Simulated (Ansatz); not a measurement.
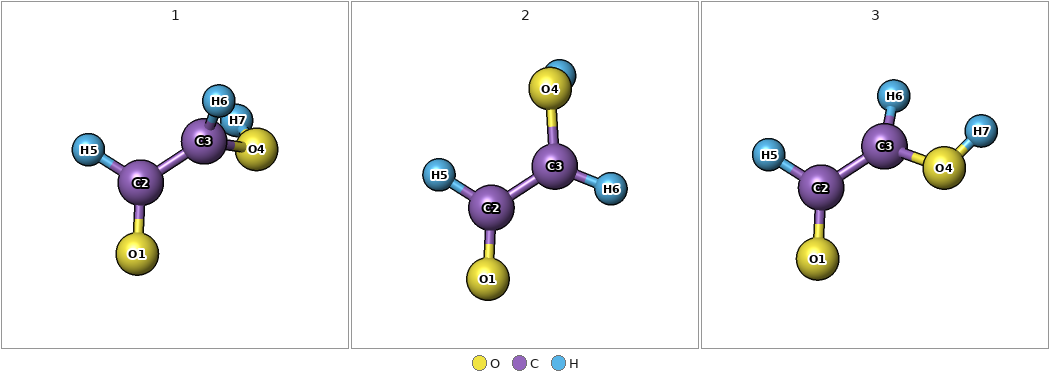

C2H3O2, charge −1. The first coordinate is: dihedral C2–C3–O4–H7; the second: dihedral O1–C2–C3–O4. Nothing is relaxed (all other coordinates rigid). Grid: 18 × 18 points; 164 points were computed and 160 follow by symmetry. Energies: kcal/mol, counted from the relaxed molecule at the same level. The dihedral twists a double bond; near 90° a spin-restricted reference is unreliable. These are results of RHF/def2-SVPD in Ansatz, not measurements.

The numbered pictures are structures from this grid.

> Which is the most stable, and how do the others follow?

2, at dihedral C2–C3–O4–H7 = −100°, dihedral O1–C2–C3–O4 = −180°: 8 kcal/mol; 3, at dihedral C2–C3–O4–H7 = −180°, dihedral O1–C2–C3–O4 = −40°: 32 kcal/mol; 1, at dihedral C2–C3–O4–H7 = 80°, dihedral O1–C2–C3–O4 = 60°: 50 kcal/mol.

The map, with the structures marked:

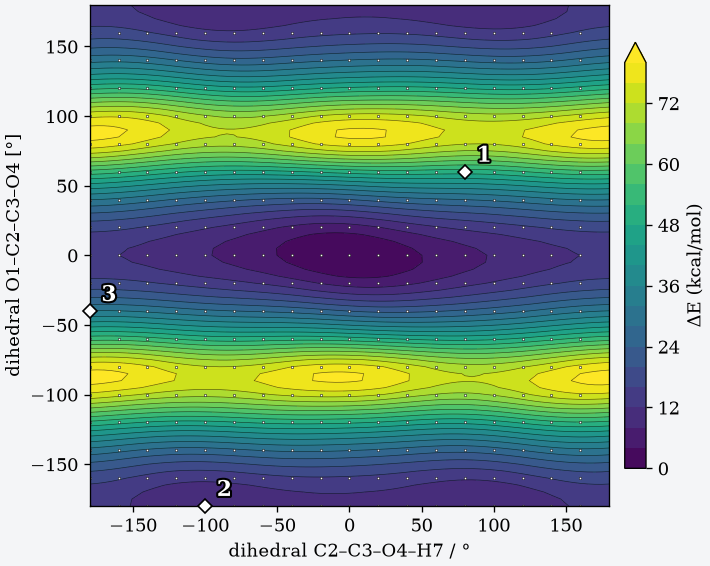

Drawn: filled contours, dots at the grid points, one colour for all values above the top of the scale. Between grid points the surface is interpolated.
